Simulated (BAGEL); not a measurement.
# SiNH4F (SMILES N[SiH2]F), step by step

We compute the energy (HF/def2-SVP), then a single-point energy (NEVPT2(2,2)/def2-SVP), then the energy (CASPT2(2,2)/def2-SVP) of SiNH4F. 

Program for the calculation: BAGEL 1.2.2.

2 further runs of the same task are left out: 2 set aside as unsound or not needed.

**1. The molecule**

SiNH4F has 7 atoms, charge 0, and is taken as a singlet. As SMILES, `N[SiH2]F`. One bond was lengthened or shortened from a relaxed shape.

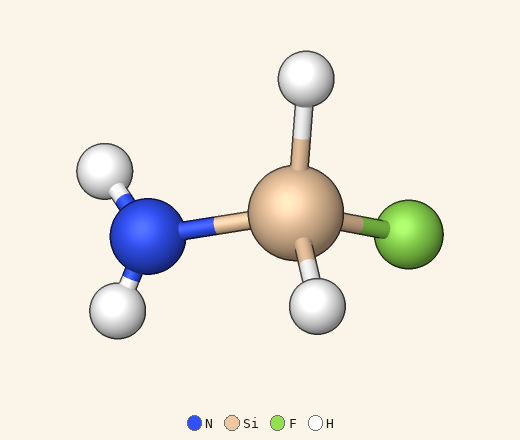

Viewed from a chosen angle; nitrogen blue, silicon light orange, fluorine green, hydrogen white.

**2. A single-point energy at HF/def2-SVP (density fitting with svp-jkfit) (run 1)**

hf.json reads:

```json
{ "bagel": [

{
  "title": "molecule",
  "basis": "svp",
  "df_basis": "svp-jkfit",
  "angstrom": "false",
  "geometry": [
    { "atom": "N", "xyz": [    -1.69995983,     0.69007129,    -1.07750294 ] },
    { "atom": "Si", "xyz": [     0.74270016,    -0.16918718,     0.80957757 ] },
    { "atom": "F", "xyz": [     0.71246454,    -3.07596390,     1.67204857 ] },
    { "atom": "H", "xyz": [    -1.74739195,     0.24806435,    -2.92641098 ] },
    { "atom": "H", "xyz": [    -3.17889729,     0.97037436,    -0.48830523 ] },
    { "atom": "H", "xyz": [     0.60059276,     1.32728694,     3.16663296 ] },
    { "atom": "H", "xyz": [     3.12054254,     0.17795551,    -0.61848846 ] }
  ]
},

{ "title": "hf" },

{ "title": "print", "file": "orbitals.molden", "orbitals": "true" }

]}
```

On the command line:

```sh
BAGEL_NUM_THREADS=1 BAGEL hf.json > hf.out
```

What it wrote:

```text
* using 1 threads per process

  ===============================================================
  ===============================================================

  *** Geometry ***

  { "atom" : "N", "xyz" : [     -1.699960,      0.690071,     -1.077503 ] },
  { "atom" : "Si", "xyz" : [      0.742700,     -0.169187,      0.809578 ] },
  { "atom" : "F", "xyz" : [      0.712465,     -3.075964,      1.672049 ] },
  { "atom" : "H", "xyz" : [     -1.747392,      0.248064,     -2.926411 ] },
  { "atom" : "H", "xyz" : [     -3.178897,      0.970374,     -0.488305 ] },
  { "atom" : "H", "xyz" : [      0.600593,      1.327287,      3.166633 ] },
  { "atom" : "H", "xyz" : [      3.120543,      0.177956,     -0.618488 ] },

  Number of auxiliary basis functions:      354

  Since a DF basis is specified, we compute 2- and 3-index integrals:
    o Being stored without compression. Storage requirement is 0.012 GB

  Number of basis functions:       66
  Number of electrons      :       34

    * METHOD: MOLECULE                             0.07

  *** RHF ***

  === Nuclear Repulsion ===
   119.4764311246

      * DIIS with orbital gradients will be used.

  === RHF iteration (svp) ===
      0       -444.78625502          0.02562651           0.02
      1       -444.93340143          0.01481866           0.01
      2       -444.99541305          0.00142520           0.01
      3       -444.99619755          0.00049808           0.01
      4       -444.99627370          0.00007513           0.01
      5       -444.99627589          0.00001097           0.01
      6       -444.99627596          0.00000267           0.02
      7       -444.99627596          0.00000077           0.01
      8       -444.99627596          0.00000024           0.01
      9       -444.99627596          0.00000009           0.01
     10       -444.99627596          0.00000002           0.01
     11       -444.99627596          0.00000001           0.01
     12       -444.99627596          0.00000000           0.01
    * SCF iteration converged.

    * Permanent dipole moment:
           (    0.432195,    -0.475009,     0.485390) a.u.

    * METHOD: HF                                   0.25

    * METHOD: PRINT                                0.01

  ===============================================================
```

It took 0.52 s on 1 thread of AMD EPYC 9R45 (Zen 5), shared host; peak memory 0.083 GiB.

**3. A single-point energy at NEVPT2(2,2)/def2-SVP (density fitting with svp-jkfit) (run 2)**

input.json reads:

```json
{ "bagel" : [

{
  "title" : "molecule",
  "basis" : "svp",
  "df_basis" : "svp-jkfit",
  "geometry" : [
    { "atom" : "N", "xyz" : [ -1.69995983,  0.69007129, -1.07750294 ] },
    { "atom" : "Si", "xyz" : [  0.74270016, -0.16918718,  0.80957757 ] },
    { "atom" : "F", "xyz" : [  0.71246454, -3.07596390,  1.67204857 ] },
    { "atom" : "H", "xyz" : [ -1.74739195,  0.24806435, -2.92641098 ] },
    { "atom" : "H", "xyz" : [ -3.17889729,  0.97037436, -0.48830523 ] },
    { "atom" : "H", "xyz" : [  0.60059276,  1.32728694,  3.16663296 ] },
    { "atom" : "H", "xyz" : [  3.12054254,  0.17795551, -0.61848846 ] }
  ]
},
{
  "title" : "hf"
},
{
  "title" : "casscf",
  "nstate" : 1,
  "nact" : 2,
  "nclosed" : 16,
  "nspin" : 0,
  "active" : [9, 35],
  "maxiter" : 200,
  "natocc" : "true"
},
{
  "title" : "nevpt2",
  "nstate" : 1,
  "nact" : 2,
  "nclosed" : 16,
  "nspin" : 0,
  "active" : [9, 35],
  "maxiter" : 200,
  "natocc" : "true",
  "ncore" : 7
},
{
  "title" : "print",
  "file" : "orbitals.molden",
  "orbitals" : "true"
}

]}
```

On the command line:

```sh
BAGEL_NUM_THREADS=1 BAGEL input.json > input.out
```

What it wrote:

```text
* using 1 threads per process

  ===============================================================
  ===============================================================

  *** Geometry ***

  { "atom" : "N", "xyz" : [     -1.699960,      0.690071,     -1.077503 ] },
  { "atom" : "Si", "xyz" : [      0.742700,     -0.169187,      0.809578 ] },
  { "atom" : "F", "xyz" : [      0.712465,     -3.075964,      1.672049 ] },
  { "atom" : "H", "xyz" : [     -1.747392,      0.248064,     -2.926411 ] },
  { "atom" : "H", "xyz" : [     -3.178897,      0.970374,     -0.488305 ] },
  { "atom" : "H", "xyz" : [      0.600593,      1.327287,      3.166633 ] },
  { "atom" : "H", "xyz" : [      3.120543,      0.177956,     -0.618488 ] },

  Number of auxiliary basis functions:      354

  Since a DF basis is specified, we compute 2- and 3-index integrals:
    o Being stored without compression. Storage requirement is 0.012 GB

  Number of basis functions:       66
  Number of electrons      :       34

    * METHOD: MOLECULE                             0.07

  *** RHF ***

  === Nuclear Repulsion ===
   119.4764311246

      * DIIS with orbital gradients will be used.

  === RHF iteration (svp) ===
      0       -444.78625502          0.02562651           0.02
      1       -444.93340143          0.01481866           0.01
      2       -444.99541305          0.00142520           0.01
[... 9 lines of this table left out ...]
     12       -444.99627596          0.00000000           0.01
    * SCF iteration converged.

    * Permanent dipole moment:
           (    0.432195,    -0.475009,     0.485390) a.u.

    * METHOD: HF                                   0.24

  ---------------------------
      CASSCF calculation
  ---------------------------

    ==== Active orbitals : =====
         Orbital 9
         Orbital 35
    ============================

    * nstate   :      1
    * nclosed  :     16
    * nact     :      2
    * nvirt    :     48
  === CASSCF iteration (svp) ===

    * Using the second-order algorithm

      0  0      -444.99669636     9.60e-05      0.01

      1  0      -445.00322504     7.54e-04      0.05
[... 19 lines of this table left out ...]
     11  0      -445.00911478     5.15e-09      0.06

    * Second-order optimization converged. *

     guess   0:   closed 1.                   open ..

  === FCI iteration ===

      0  0      -444.99617921     9.34e-02      0.00
      1  0      -445.00911260     9.07e-04      0.00
      2  0 *    -445.00911478     5.35e-16      0.00

     * ci vector, state   0, <S^2> = 0.0000
       2.     0.9976104894
       .2    -0.0690891563

    * METHOD: CASSCF                               0.88

    * freezing 7 orbitals

  === DF-NEVPT2 calculation ===

    * 3-index integral transformation done
    * assembly done

      NEVPT2 correlation energy:   -0.4390029143      0.05

          (+0)     -0.3753364640
          (+0)'    -0.0233144437
          (+1)     -0.0028505513
          (+1)'    -0.0000000000
          (+2)     -0.0001892959
          (-1)     -0.0282334016
          (-1)'     0.0000000000
          (-2)     -0.0090787578

      NEVPT2 total energy:       -445.4481176974

    * METHOD: NEVPT2                               0.08

    * METHOD: PRINT                                0.01

  ===============================================================
```

Run time: 1.5 s. Hardware: 1 thread of AMD EPYC 9R45 (Zen 5), shared host; peak memory 0.14 GiB.

**4. The energy at CASPT2(2,2)/def2-SVP (density fitting with svp-jkfit) (run 3)**

input.json reads:

```json
{ "bagel" : [

{
  "title" : "molecule",
  "basis" : "svp",
  "df_basis" : "svp-jkfit",
  "geometry" : [
    { "atom" : "N", "xyz" : [    -1.69995983,     0.69007129,    -1.07750294 ] },
    { "atom" : "Si", "xyz" : [     0.74270016,    -0.16918718,     0.80957757 ] },
    { "atom" : "F", "xyz" : [     0.71246454,    -3.07596390,     1.67204857 ] },
    { "atom" : "H", "xyz" : [    -1.74739195,     0.24806435,    -2.92641098 ] },
    { "atom" : "H", "xyz" : [    -3.17889729,     0.97037436,    -0.48830523 ] },
    { "atom" : "H", "xyz" : [     0.60059276,     1.32728694,     3.16663296 ] },
    { "atom" : "H", "xyz" : [     3.12054254,     0.17795551,    -0.61848846 ] }
  ]
},

{ "title" : "hf" },

{ "title" : "casscf", "nstate" : 1, "nact" : 2, "nclosed" : 16, "active" : [9, 35], "maxiter" : 200, "natocc" : true },

{ "title" : "print", "file" : "orbitals.molden", "orbitals" : true },

{ "title" : "smith", "method" : "caspt2", "ms" : true, "xms" : true, "sssr" : true, "shift" : 0.2, "shift_imag" : true, "ncore" : 7 }

]}
```

On the command line:

```sh
BAGEL_NUM_THREADS=1 BAGEL input.json > input.out
```

What it wrote:

```text
* using 1 threads per process

  ===============================================================
  ===============================================================

  *** Geometry ***

  { "atom" : "N", "xyz" : [     -1.699960,      0.690071,     -1.077503 ] },
  { "atom" : "Si", "xyz" : [      0.742700,     -0.169187,      0.809578 ] },
  { "atom" : "F", "xyz" : [      0.712465,     -3.075964,      1.672049 ] },
  { "atom" : "H", "xyz" : [     -1.747392,      0.248064,     -2.926411 ] },
  { "atom" : "H", "xyz" : [     -3.178897,      0.970374,     -0.488305 ] },
  { "atom" : "H", "xyz" : [      0.600593,      1.327287,      3.166633 ] },
  { "atom" : "H", "xyz" : [      3.120543,      0.177956,     -0.618488 ] },

  Number of auxiliary basis functions:      354

  Since a DF basis is specified, we compute 2- and 3-index integrals:
    o Being stored without compression. Storage requirement is 0.012 GB

  Number of basis functions:       66
  Number of electrons      :       34

    * METHOD: MOLECULE                             0.07

  *** RHF ***

[... 11 lines left out ...]
    * SCF iteration converged.
[... 1 line left out ...]
    * Permanent dipole moment:
[... 27 lines left out ...]
    * Second-order optimization converged. *
[... 9 lines left out ...]
     * ci vector, state   0, <S^2> = 0.0000
[... 16 lines left out ...]
    * Zeroth order energy : state  0       -1.6727348902
[... 4 lines left out ...]
       #      aibj      arbs      arbi      airj      risj      airs      arst      rist         Etot      error   time
[... 2 lines left out ...]
       0  -0.37524  -0.01072  -0.02884  -0.00321  -0.00026  -0.02008  -0.00000  -0.00000   -0.4383572  0.0029386   0.02
       1  -0.37557  -0.01082  -0.02903  -0.00333  -0.00029  -0.02088  -0.00000  -0.00000   -0.4399179  0.0005570   0.02
       2  -0.37562  -0.01082  -0.02899  -0.00334  -0.00029  -0.02093  -0.00000  -0.00000   -0.4399952  0.0001189   0.02
       3  -0.37562  -0.01082  -0.02899  -0.00333  -0.00030  -0.02095  -0.00000  -0.00000   -0.4399980  0.0000283   0.02
       4  -0.37561  -0.01082  -0.02899  -0.00333  -0.00030  -0.02095  -0.00000  -0.00000   -0.4399982  0.0000078   0.02
       5  -0.37561  -0.01082  -0.02899  -0.00333  -0.00030  -0.02095  -0.00000  -0.00000   -0.4399982  0.0000017   0.02
       6  -0.37561  -0.01082  -0.02899  -0.00333  -0.00030  -0.02095   0.00000  -0.00000   -0.4399982  0.0000004   0.02

      ------------------------------------------------------------------------------------------------------------------

    * CASPT2 energy : state  0     -445.4506307443
        w/o shift correction       -445.4491130181
        reference weight              0.8941154267

    * METHOD: SMITH                                0.18

  ===============================================================
```

It took 1.6 s on 1 thread of AMD EPYC 9R45 (Zen 5), shared host; peak memory 0.14 GiB.

**5. Results**

| quantity | value |
| --- | --- |
| run 1, HF/def2-SVP: total energy | -444.99628 Eh |
| run 1, HF/def2-SVP: dipole moment | 2.05 D |
| run 1, HF/def2-SVP: HOMO energy | -11.87 eV |
| run 1, HF/def2-SVP: LUMO energy | 4.57 eV |
| run 1, HF/def2-SVP: HOMO–LUMO gap | 16.44 eV |
| run 2, NEVPT2(2,2)/def2-SVP: total energy | -445.44812 Eh |
| run 3, CASPT2(2,2)/def2-SVP: total energy | -445.45063 Eh |
